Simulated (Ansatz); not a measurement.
# A thicker film of HfO2 (111) from two thinner ones

In a field along its normal an insulating film takes a dipole p. Written as a length, p/(ε₀AE), it should grow by 1 − 1/ε for each ångström added.

Set-up. Ansatz 0.2.0, plane waves with PAW datasets (its set soft_2), PBEsol; fluorite films relaxed at a bulk in-plane lattice constant near the measured one, then held in weak fields of both signs with a dipole correction (A is the cell's area, E the outer field).

| run | distance between the outer atoms (Å) | p/(ε₀AE) (Å) |
| --- | --- | --- |
| 2 units | 4.314 | 5.137 |
| 3 units | 7.225 | 7.497 |
| 5 units | 12.996 | ? |

**Question.** What value belongs in the row marked “?”, and how far can the other rows tell?

Two rows fix a line: slope = (7.497 − 5.137) / (7.225 − 4.314) = 0.8107, intercept 1.6397. That slope means ε = 1/(1 − 0.8107) = 5.28. At 12.996 it gives 0.8107 × 12.996 + 1.6397 = 12.176 Å, beyond the rows fitted. Rounding of the rows alone allows about ±0.004 Å there; two rows can't show whether the line holds.

The run itself gives 12.202 Å: a miss of +0.026 Å, or 0.2 % of the value. The length is met to within 1 %, though ε is more sensitive than the length: the two thickest films give ε = 5.41.

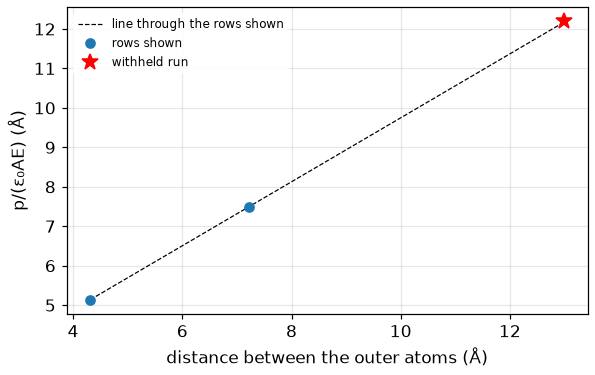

The fit and the withheld run.

**Limits.** This is the electronic response alone. A unit is one step of the cut along the normal (a plane, a pair of planes or a cell), and the layers relax along it, away from their bulk spacing where the functional's lattice constant differs from the one held.
